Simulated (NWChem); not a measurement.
**CAM-B3LYP/cc-pVDZ (density fitting) run of BOF (fluoro(oxo)borane)**

What is the vertical ionisation energy of BOF (fluoro(oxo)borane) at CAM-B3LYP/cc-pVDZ (density fitting)? 

The results are computed with NWChem 7.3.0.

## (1) Starting point

BOF has 3 atoms, charge 0, and is taken as a singlet. SMILES: `O=BF`. Geometry: relaxed at PBE0-D4/def2-TZVP.

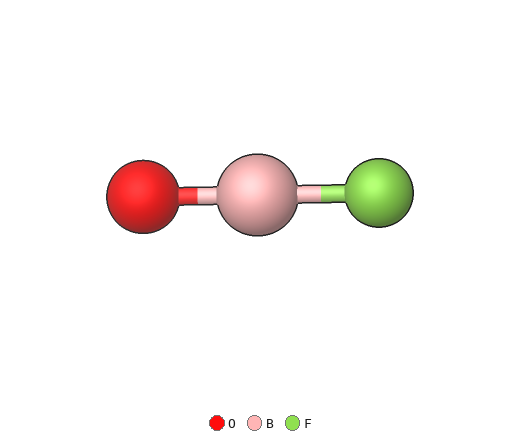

The structure, seen from a chosen angle (oxygen red, boron pink, fluorine green).

## (2) A single-point energy at CAM-B3LYP/cc-pVDZ (density fitting)

File bfo.nw:

```
start bfo
title "BFO energy"
memory stack 880 mb heap 220 mb global 1100 mb
charge 0
geometry units bohr noautosym nocenter noautoz
  O    1.85778975  -1.06788423   0.90687957
  B    0.03836144  -0.02192082   0.01870829
  F   -1.89615119   1.08999403  -0.92558786
end
basis "ao basis" spherical bse
  O library cc-pVDZ
  B library cc-pVDZ
  F library cc-pVDZ
end
basis "cd basis" spherical
  O library "dgauss a2 dft coulomb fitting"
  B library "dgauss a2 dft coulomb fitting"
  F library "dgauss a2 dft coulomb fitting"
end
dft
  xc xcamb88 1.00 lyp 0.81 vwn_5 0.19 hfexch 1.00
  cam 0.33 cam_alpha 0.19 cam_beta 0.46
  grid fine
  convergence energy 1e-08
  direct
  iterations 100
  mulliken
  noprint "final vectors analysis"
end
task dft energy
```

Started as:

```console
$ nwchem bfo.nw > bfo.out
```

Log:

```text
[...]
          Wavefunction type:  closed shell.
          No. of atoms     :     3
          No. of electrons :    22
[...]
          Charge           :     0
          Spin multiplicity:     1
[...]
          AO basis - number of functions:    42
[...]
              XC Information
              --------------
                     Hartree-Fock (Exact) Exchange  1.000
                   CAM-Becke88 Exchange Functional  1.000
                      VWN V Correlation Functional  0.190 local
              Lee-Yang-Parr Correlation Functional  0.810
[...]
 d= 0,ls=0.0,diis     1   -199.8209470890 -2.51D+02  2.81D-02  9.92D-01     0.4
[...]
 d= 0,ls=0.0,diis     8   -199.9467177381 -8.36D-09  3.84D-06  1.66D-07     2.2
         Total DFT energy =     -199.946717738074
      One electron energy =     -377.641103840087
           Coulomb energy =      149.352752676762
    Exchange-Corr. energy =      -23.097316763434
 Nuclear repulsion energy =       51.438950188685
[...]
      Total Density - Mulliken Population Analysis
     ---------------------------------------------
    Atom       Charge   Shell Charges
 -----------   ------   -------------------------------------------------------
    1 O    8     8.09   2.01  0.86  0.78  2.82  1.60  0.02
    2 B    5     4.88   2.02  0.54  0.13  1.58  0.33  0.29
    3 F    9     9.03   2.01  0.90  0.91  3.37  1.84  0.01
[...]
```

Run time: 2.8 s. Hardware: 1 thread of Intel Xeon 6975P-C (Granite Rapids), shared host; peak memory 0.11 GiB.

## (3) The doublet cation, same level

File calc.nw:

```
start calc
memory stack 880 mb heap 220 mb global 1100 mb
charge 1

geometry units angstroms noautosym nocenter noautoz
  O      0.983100    -0.565100     0.479900
  B      0.020300    -0.011600     0.009900
  F     -1.003400     0.576800    -0.489800
end

basis spherical bse
  O library cc-pVDZ
  B library cc-pVDZ
  F library cc-pVDZ
end

basis "cd basis" spherical
  O library "dgauss a2 dft coulomb fitting"
  B library "dgauss a2 dft coulomb fitting"
  F library "dgauss a2 dft coulomb fitting"
end

dft
  xc xcamb88 1.00 lyp 0.81 vwn_5 0.19 hfexch 1.00
  cam 0.33 cam_alpha 0.19 cam_beta 0.46
  mult 2
  grid fine
  convergence energy 1e-08
  direct
  maxiter 100
  mulliken
  print low
end

task dft energy
```

Started as:

```console
$ nwchem calc.nw > calc.out
```

Log:

```text
[...]
 d= 0,ls=0.0,diis     1   -199.2663424235 -2.51D+02  1.56D-02  5.29D-01     0.5
[...]
 d= 0,ls=0.0,diis    11   -199.4568315410 -1.62D-09  1.40D-07  1.75D-10     3.5
[...]
         Total DFT energy =     -199.456831541049
      One electron energy =     -369.368927906664
           Coulomb energy =      141.187698450370
    Exchange-Corr. energy =      -22.714555940315
 Nuclear repulsion energy =       51.438953855561
[...]
      Total Density - Mulliken Population Analysis
     ---------------------------------------------
    Atom       Charge   Shell Charges
 -----------   ------   -------------------------------------------------------
    1 O    8     7.63   2.01  0.92  0.79  2.72  1.17  0.02
    2 B    5     4.55   2.02  0.58  0.10  1.45  0.12  0.28
    3 F    9     8.83   2.01  0.92  0.90  3.32  1.67  0.01
[...]
      <S2> =      0.7532 (Exact =     0.7500)
[...]
```

Run time: 4.2 s. Hardware: 1 thread of Intel Xeon 6975P-C (Granite Rapids), shared host; peak memory 0.1 GiB.

## (4) What came out

At CAM-B3LYP/cc-pVDZ (density fitting):

| quantity | value |
| --- | --- |
| singlet BOF: total energy | -199.94672 Eh |
| singlet BOF: dipole moment | 1.95 D |
| doublet cation: total energy | -199.45683 Eh |
| doublet cation: ⟨S²⟩ | 0.753 |
| vertical ionisation energy (to the doublet cation) | 13.330 eV |

What this shows: The vertical ionisation energy comes to 13.33 eV (1286 kJ/mol). Mulliken charges (singlet BOF) run from -0.09 on O1 to +0.12 on B2.
